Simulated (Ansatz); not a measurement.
SiNH7SO: several calculations on one system

### Relaxation

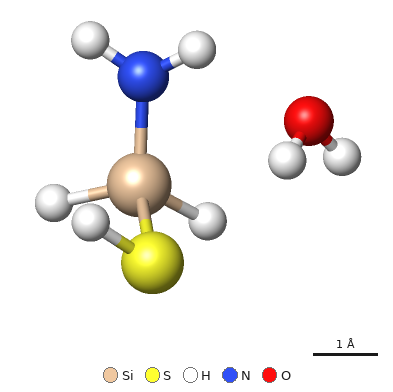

SiNH7SO, before the relaxation. A ball-and-stick model, seen at a tilt.

The run prepares an end point of a later path (reaction) calculation, from a guessed geometry.

Method: Ansatz, RKS r2SCAN-D4/def2-SVP.

Input
```yaml
crystal:
  periodic: [false, false, false]
  atoms:
    - { symbol: Si, position_ang: [-0.958304, 0.377923, 0.294711] }
    - { symbol: S, position_ang: [-0.156099, -0.834458, 1.904939] }
    - { symbol: H, position_ang: [-1.710049, -0.651139, -0.477227] }
    - { symbol: H, position_ang: [-1.906696, 1.364415, 0.889933] }
    - { symbol: "N", position_ang: [0.138874, 1.301423, -0.635388] }
    - { symbol: H, position_ang: [1.258605, -1.548019, -0.227305] }
    - { symbol: O, position_ang: [1.14345, -1.325932, -1.16507] }
    - { symbol: H, position_ang: [0.52549, 0.175082, 2.491051] }
    - { symbol: H, position_ang: [0.872766, 0.821129, -1.149831] }
    - { symbol: H, position_ang: [0.308179, 2.282878, -0.456026] }
    - { symbol: H, position_ang: [0.483786, -1.963404, -1.469786] }
basis:
  gaussian: { orbitals: def2-SVP }
hamiltonian:
  xc: r2scan
  dispersion: d4
relax:
  f_tol: 0.03
  max_steps: 50
```

Command:
```bash
ansatz run input.yaml --threads 2 --pin off --max-ram 3072MiB --backend cpu --events-out ev --progress --plain --runs-dir out
```

What does the optimiser find from here?

Answer. Over 10 accepted moves (11 points after the start) the energy falls by 0.035 eV. The largest force component goes from 0.24 to 0.021 eV/Å. The line search rejected the trial step at point 1 of the run. The atom that moves furthest after the best rigid fit is H11 (0.32 Å). Largest moves by element: H 0.32 Å, O 0.23 Å, Si 0.14 Å, N 0.14 Å, S 0.11 Å. Some distances before and after: Si1–S2 2.169 → 2.195 Å, N5–H9 1.017 → 1.023 Å, H6–O7 0.971 → 0.975 Å. Bond angles that change, for instance: Si1–N5–H9 118.9° → 116.0°, H3–Si1–N5 114.5° → 112.0°, H9–N5–H10 115.3° → 112.8°.

Final geometry:

```xyz
11

Si   -1.0727    0.4620    0.3228
S    -0.2055   -0.8850    1.8240
H    -1.9380   -0.4966   -0.4185
H    -1.8802    1.5033    1.0182
N     0.0268    1.2669   -0.7142
H     1.1998   -1.4082   -0.1605
O     1.3641   -1.3224   -1.1177
H     0.5861    0.0518    2.3940
H     0.7022    0.6726   -1.2010
H     0.4140    2.1677   -0.4505
H     0.8034   -2.0122   -1.4966
```

The end point in the same view:

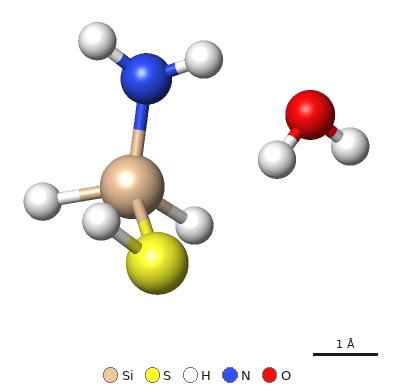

### Relaxation

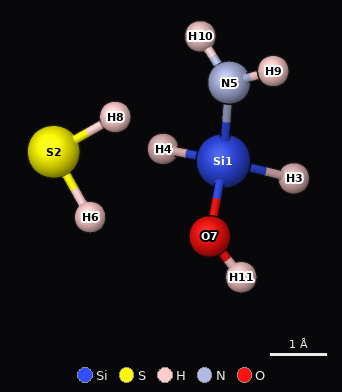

This is the input geometry for a relaxation of SiNH7SO. The picture is a ball-and-stick view, seen at a tilt.

The run prepares an end point of a later path (reaction) calculation, from a guessed geometry.

Computed with RKS r2SCAN-D4/def2-SVP (Ansatz 0.2.0).

Input
```yaml
crystal:
  periodic: [false, false, false]
  atoms:
    - { symbol: Si, position_ang: [-0.786616, 0.038314, -0.611637] }
    - { symbol: S, position_ang: [0.801092, -0.592152, 2.407102] }
    - { symbol: H, position_ang: [-1.523755, 0.06615, -1.916295] }
    - { symbol: H, position_ang: [-1.749975, 0.076934, 0.513195] }
    - { symbol: "N", position_ang: [0.275833, 1.375094, -0.407013] }
    - { symbol: H, position_ang: [0.732514, -1.597913, 1.500496] }
    - { symbol: O, position_ang: [0.145451, -1.416218, -0.683658] }
    - { symbol: H, position_ang: [1.285214, 0.237896, 1.454554] }
    - { symbol: H, position_ang: [0.883917, 1.712695, -1.146289] }
    - { symbol: H, position_ang: [0.091968, 2.089733, 0.288815] }
    - { symbol: H, position_ang: [-0.155643, -1.990633, -1.399271] }
basis:
  gaussian: { orbitals: def2-SVP }
hamiltonian:
  xc: r2scan
  dispersion: d4
relax:
  f_tol: 0.03
  max_steps: 50
```

Run as
```bash
ansatz run input.yaml --threads 2 --pin off --max-ram 3072MiB --backend cpu --events-out ev --progress --plain --runs-dir out
```

Question: Where does the relaxation end?

Answer: S2 moves most after the best rigid fit: 0.42 Å. By element the largest moves are S 0.42 Å, H 0.31 Å, O 0.16 Å, Si 0.14 Å, N 0.07 Å. Near-neighbour distances that change, for instance: Si1–O7 1.729 → 1.676 Å, Si1–H4 1.481 → 1.488 Å. Among the angles between lasting bonds that change: Si1–O7–H11 111.3° → 115.8°. The energy falls by 1.82 kcal/mol in 6 accepted moves (7 points after the start). The largest force component goes from 1 to 0.024 eV/Å. The line search rejected the trial step at point 2 of the run. The run took 18 s on 2 threads of Intel(R) Xeon(R) Platinum 8488C (Sapphire Rapids), with other jobs on the host, peak memory 0.19 GiB.

Step by step:

```
step  E − E(0), kcal/mol  largest force component, eV/Å      note
   0                0.00                         0.9971          
   1               -1.14                         0.6499          
   2               -0.18                         0.9795  rejected
   3               -1.67                         0.1966          
   4               -1.77                         0.0854          
   5               -1.80                         0.0500          
   6               -1.81                         0.0641          
   7               -1.82                         0.0241
```

The structure at the end:

```xyz
11

Si   -0.8544    0.0643   -0.7311
S     1.1957   -0.7033    2.4932
H    -1.4368    0.1015   -2.1119
H    -1.9397    0.1620    0.2829
N     0.2093    1.3696   -0.3889
H     0.8618   -1.5829    1.5219
O    -0.0057   -1.3773   -0.6356
H     1.3139    0.2686    1.5576
H     0.9475    1.6783   -1.0119
H    -0.0354    2.0741    0.2978
H    -0.2562   -2.0550   -1.2740
```

After the run, drawn alike:

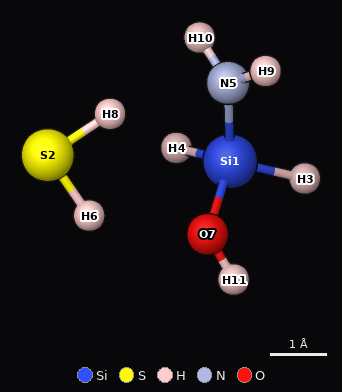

Limits of the set-up: the start holds two separate molecules, 2.3 Å apart at their closest, whose relative position is a soft coordinate.

### Path

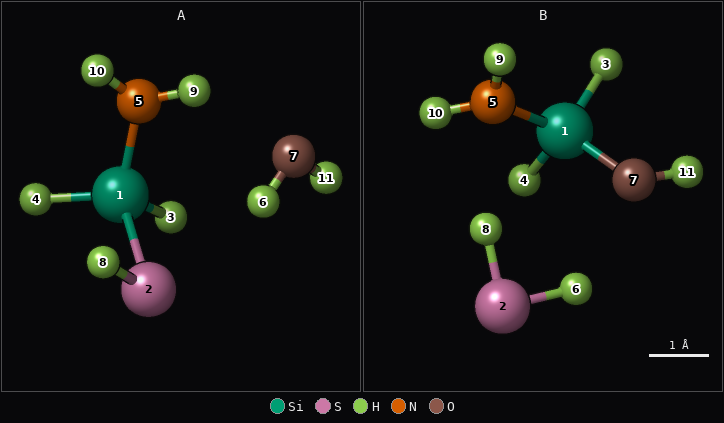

The two relaxed end points of a path for SiNH7SO. Style: ball-and-stick. Shown at a tilt.

Method: RKS r2SCAN-D4/def2-SVP in Ansatz 0.2.0.

Run with 9 movable images; climbing image; force threshold 0.03 eV/Å; iteration limit 53.

Start:
```xyz
11

Si   -1.0730    0.4617    0.3222
S    -0.2062   -0.8850    1.8239
H    -1.9376   -0.4971   -0.4196
H    -1.8812    1.5028    1.0172
N     0.0269    1.2669   -0.7142
H     1.2002   -1.4079   -0.1598
O     1.3650   -1.3220   -1.1169
H     0.5847    0.0519    2.3943
H     0.7026    0.6728   -1.2006
H     0.4137    2.1678   -0.4503
H     0.8048   -2.0120   -1.4962
```

End:
```xyz
11

Si   -0.8977    0.0684   -0.6768
S     1.3509   -0.7342    2.4034
H    -1.5631    0.1236   -2.0190
H    -1.9203    0.1378    0.4025
N     0.1731    1.3781   -0.3764
H     0.9666   -1.6002    1.4386
O    -0.0320   -1.3661   -0.6585
H     1.4035    0.2548    1.4798
H     0.8694    1.7048   -1.0373
H    -0.0357    2.0682    0.3362
H    -0.3147   -2.0352   -1.2925
```

Question: Predict the minimum-energy path and its barrier.

Answer: Forward barrier 109.2 kJ/mol, backward barrier 121.0 kJ/mol, with image 5 at the top; the reaction energy is −11.7 kJ/mol. Breaking: H6–O7 (0.97 → 1.27 at the top → 2.33 Å), Si1–S2 (2.20 → 2.70 at the top → 3.90 Å). Forming: S2–H6 (2.49 → 1.59 at the top → 1.35 Å), Si1–O7 (3.35 → 1.88 at the top → 1.68 Å). The band is converged.

Energies of the converged images:

```
image  path (Å)  E (kJ/mol)
    0      0.00         0.0
    1      0.51         1.1
    2      1.02         7.2
    3      1.52        27.9
    4      2.03        67.2
    5      2.54       109.2
    6      3.40        34.3
    7      4.27        -1.9
    8      5.13        -6.8
    9      5.99        -9.7
   10      6.86       -11.7
```

The geometry at the top of the path:

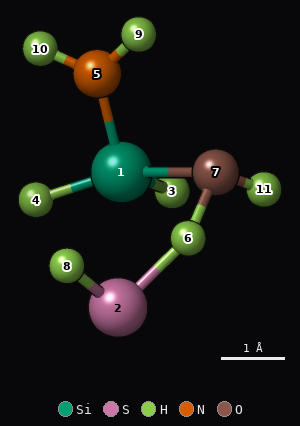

The run took 6.1 min on 2 threads of Intel(R) Xeon(R) Platinum 8488C (Sapphire Rapids), with other jobs on the host, peak memory 0.19 GiB.
